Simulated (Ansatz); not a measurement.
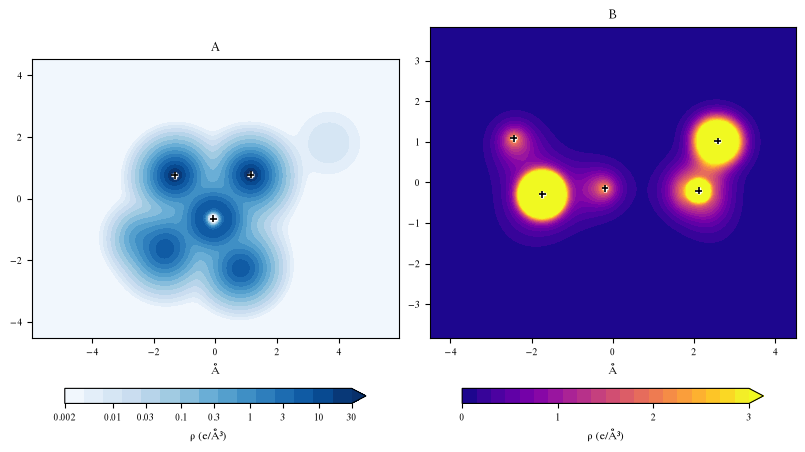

The electron density of 2 systems, each on a plane through atoms (crosses mark nuclei in the plane).

Theory: UKS PBE/def2-SVP (Ansatz).

System 1: F$_{4}$H$_{2}$OW···H (doublet), the plane of atoms F2, W1 and F4. Core potentials replace the inner electrons of W.

```csv
atom,x (Å),y (Å),z (Å)
W,0.0358,0.0129,-0.1450
F,0.3563,0.4343,1.6559
H,1.6987,-0.3772,0.0245
F,0.3035,1.8713,-0.3421
F,-1.7196,-0.3592,0.4468
F,0.0846,-1.8451,-0.3910
O,0.0833,0.1293,-2.0216
H,0.2652,0.9455,-2.5281
H,-0.7100,-0.0194,4.5034
```

System 2: GeH$_{4}$O···CF$_{3}$ (doublet), the plane of atoms H2, Ge1 and H3. 

| atom | x (Å) | y (Å) | z (Å) |
| --- | --- | --- | --- |
| Ge | 0.0301 | -0.0383 | -0.1903 |
| H | 0.1484 | 0.0038 | 1.3626 |
| H | 1.4220 | -0.0011 | -0.8617 |
| H | -0.8518 | 1.1540 | -0.6701 |
| O | -0.6656 | -1.6160 | -0.7244 |
| H | -1.5217 | -1.7750 | -0.2832 |
| C | 0.0350 | 0.0473 | 3.6702 |
| F | -0.7173 | -0.9935 | 4.0194 |
| F | 1.2628 | -0.0621 | 4.1668 |
| F | -0.5322 | 1.1913 | 4.0438 |

Q: Match each panel to its system.

A: Panel A is system 1, F$_{4}$H$_{2}$OW···H: the plane holds W and F. W–F (1.88 Å): the density is about 1.1 e/Å³ at the midpoint. Panel B is system 2, GeH$_{4}$O···CF$_{3}$: the plane holds Ge, H, C and F. C7···H2 (2.31 Å): the density falls to about 0.13 e/Å³ on the way.
